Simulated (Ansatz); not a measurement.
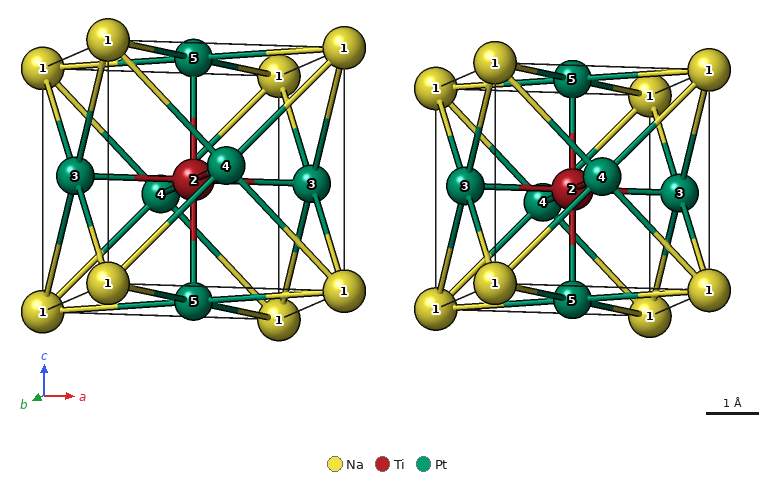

Two geometries of solid NaTiPt3 (a generated structure, set up in Pm-3m) (coarse preliminary run), drawn at one scale. One is the start of a relaxation, the other its converged end. The picture is a ball-and-stick view of the cell of the calculation, seen from a free direction.

Level of theory: DFT PBE, scalar-relativistic, plane waves, PAW in Ansatz 0.2.0. Settings: plane-wave cutoff 420 eV; k-point mesh 4 × 4 × 4; occupations gaussian; smearing width 0.1 eV; no spin polarisation; cell and atoms relaxed; force threshold 0.04 eV/Å; at most 70 steps.

**Which of the two is the end point?**

The left one is the relaxed one. Over 5 accepted moves (7 points after the start) the energy falls by 641 meV per atom. All forces vanish by symmetry, so only the cell relaxes. The pressure goes from 48.87 to 0.11 GPa. At 2 points the geometry stayed and the basis and grid were re-selected for the new cell (energy shift of 7.4 meV per atom at most each time). No atom moves by more than 0.005 Å relative to the cell. The drawn cell changes as follows: a = b = c 4.321 → 4.768 Å (+10.3 %); the volume changes by +34.3 %. Among the contacts that change: Na1–Pt3 3.055 → 3.371 Å, Ti2–Pt3 2.160 → 2.384 Å. The space group stays Pm-3m (No. 221).
